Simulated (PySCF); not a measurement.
System: C$_{7}$H$_{6}$FN.

```xyz
15

C    -2.0432    2.3024   -0.7835
C    -1.5301    1.3748   -0.2299
C    -0.8865    0.2471    0.4368
C    -1.8008   -0.8908    0.4349
C    -2.5380   -1.8323    0.4303
N     0.3080   -0.1104   -0.2971
C     1.4209   -0.0983    0.2737
C     2.6607   -0.4742   -0.4694
F     3.7673   -0.2807    0.3146
H    -2.5032    3.1155   -1.2605
H    -0.6673    0.5285    1.4879
H    -3.1939   -2.6508    0.4322
H     1.5777    0.1744    1.3282
H     2.7825    0.1365   -1.3702
H     2.6414   -1.5337   -0.7497
```

Geometry: GFN2-xTB.

All numbers below come from PBE0/def2-SVPD, SCF density, gas phase (PySCF).

> What will maps of the electron density and electron localisation function show?

C–N (1.25 Å): ρ is about 2.9 e/Å³ halfway; the ELF peaks at about 0.90 between the atoms (a multiple bond).
C–F (1.37 Å): ρ at the midpoint is about 2.1 e/Å³, with its minimum of 1.6 e/Å³ about 0.5 Å from C; the ELF peaks at about 0.85 between the atoms: a shared but strongly polarised pair.
C–N (1.45 Å): ρ is about 2 e/Å³ halfway; the ELF peaks at about 0.95 between the atoms (localised, covalent bonding).

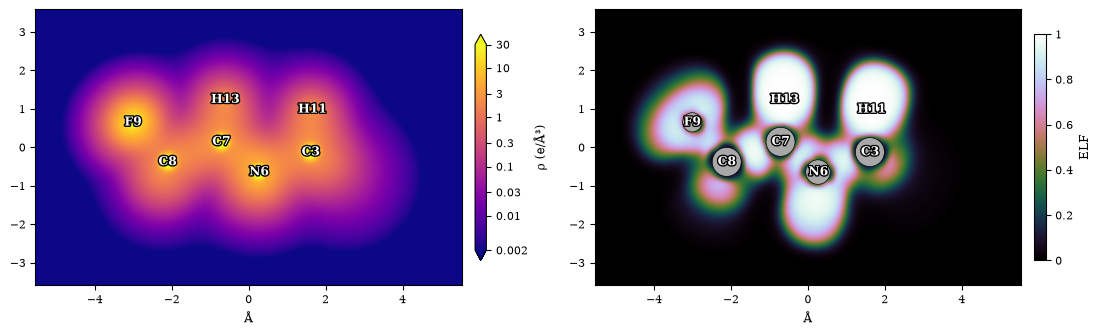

Computed electron density and electron localisation function on the plane of atoms C3, N6 and C7, in this order. Grey discs cover the atomic cores in the ELF map. 
